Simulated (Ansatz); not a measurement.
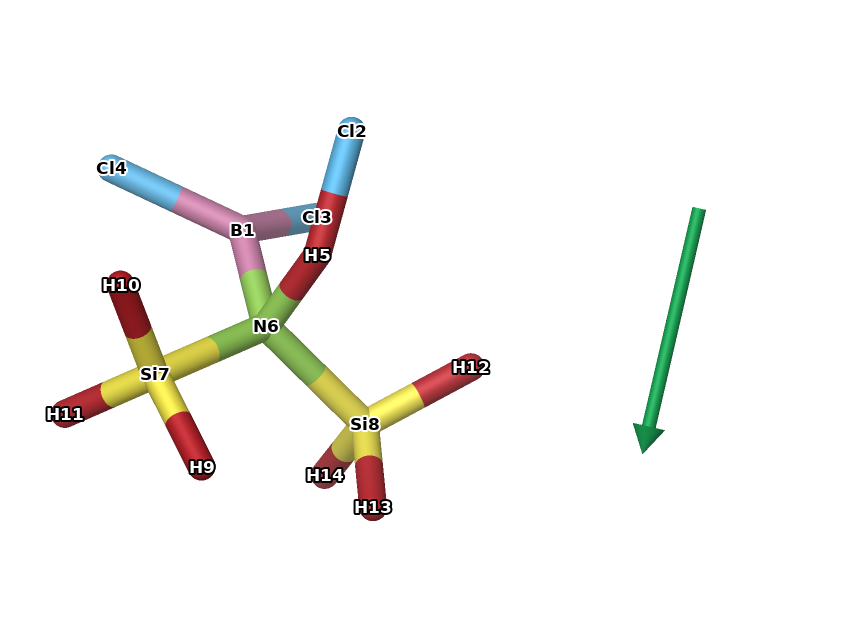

The arrow beside the molecule shows the direction of the dipole moment, from the negative to the positive end (its length means nothing). Computed geometry: PBE0-D4/def2-TZVP saddle-point search. Method: RKS PBE0-D4/def2-TZVP (Ansatz 0.2.0).

Question: How large is the dipole moment?

Answer: 4.21 D; it points from the side of Cl2 to the side of H9, H13 (the outermost atoms at the two ends).
